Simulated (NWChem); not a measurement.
**SiH (SMILES [SiH]) at UMP2/def2-TZVPPD**

Aim: the vertical doublet–quartet gap of SiH at UMP2/def2-TZVPPD, from 2 runs. 

Program for the calculation: NWChem 7.3.0.

16 further runs of the same task are left out: 16 set aside as unsound or not needed. Runs told in other sessions of the task aren't counted.

**1. The molecule**

SiH: 2 atoms, total charge 0, spin state doublet. As SMILES, `[SiH]`. The shape is that of a PBE0-D4/def2-TZVP optimisation.

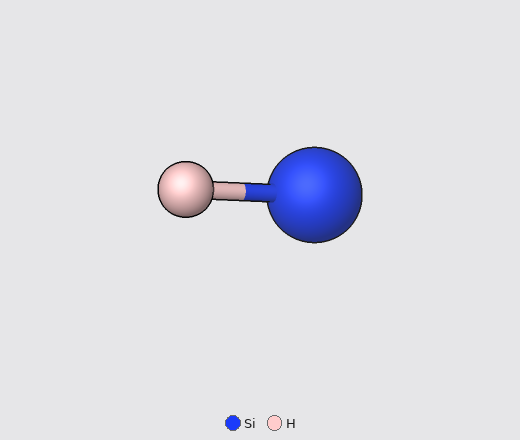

The structure, seen from a chosen angle (silicon blue, hydrogen pink).

**2. Energy and forces at UMP2/def2-TZVPPD**

Input file test.nw:

```
start test
title "HSi mp2"
memory total 2200 mb

geometry noautosym nocenter noautoz
Si       0.000000       0.000000      -0.007580
H        0.000000       0.000000       1.524140
end

basis spherical bse
* library def2-TZVPPD
end

scf
nopen 1
uhf
thresh 1e-08
maxiter 80
noprint "final vectors analysis"
end

mp2
freeze core 5
tight
end

task mp2 gradient
```

Run with:

```bash
$ nwchem test.nw > test.out
```

What it wrote:

```text
[...]
  functions       =    65
[...]
  wavefunction    = UHF
[...]
         Total SCF energy =   -289.434320346039
      One electron energy =   -410.810587662054
      Two electron energy =    116.539559898213
 Nuclear repulsion energy =      4.836707417802
                       Sz =      0.5000
                 Sz(Sz+1) =      0.7500
                      S^2 =      0.7734
[...]
          Total MP2 energy          -289.515334278672
[...]
                         mp2 ENERGY GRADIENTS
    atom               coordinates                        gradient
                 x          y          z           x          y          z
   1 Si      0.000000   0.000000  -0.014324   -0.000000  -0.000000  -0.004764
   2 H       0.000000   0.000000   2.880207    0.000000   0.000000   0.004764
[...]
```

It took 8.7 s on 1 thread of Intel Xeon 6975P-C (Granite Rapids), shared host; peak memory 0.13 GiB.

**3. The quartet: a single-point energy at UMP2/def2-TZVPPD**

Input file work.nw:

```
start work
title "HSi mp2"
memory 2200 mb

geometry units au noautosym nocenter noautoz
 Si     0.00000000     0.00000000    -0.01432412
 H      0.00000000     0.00000000     2.88020718
end

basis spherical bse
 Si library def2-TZVPPD
 H library def2-TZVPPD
end

scf
 quartet
 uhf
 thresh 1e-08
 maxiter 80
 print low
end

mp2
 freeze core 5
 tight
end

task mp2
```

Run with:

```bash
$ nwchem work.nw > work.out
```

What it wrote:

```text
[...]
  functions       =    65
[...]
  wavefunction    = UHF
[...]
         Total SCF energy =   -289.397759914508
      One electron energy =   -410.626418171070
      Two electron energy =    116.391951187614
 Nuclear repulsion energy =      4.836707068948
                       Sz =      1.5000
                 Sz(Sz+1) =      3.7500
                      S^2 =      3.7533
[...]
          Total MP2 energy          -289.459957063407
[...]
```

Run time: 4.8 s. Hardware: 1 thread of Intel Xeon 6975P-C (Granite Rapids), shared host; peak memory 0.12 GiB.

**4. Summary of results**

Level: UMP2/def2-TZVPPD, 5 core orbitals frozen.

| quantity | value |
| --- | --- |
| doublet: total energy | -289.51533 Eh |
| doublet: dipole moment (of the density that the program reports) | 0.11 D |
| doublet: correlation energy (5 core orbitals frozen) | -81.0 mEh |
| doublet: ⟨S²⟩ of the reference determinant | 0.773 |
| doublet: largest force on an atom | 0.245 eV/Å |
| quartet: total energy | -289.45996 Eh |
| quartet: correlation energy (5 core orbitals frozen) | -62.2 mEh |
| quartet: ⟨S²⟩ of the reference determinant | 3.753 |
| vertical energy of the quartet above the doublet | 1.507 eV |

What this shows: At this shape the quartet lies 1.51 eV (35 kcal/mol) above the doublet.
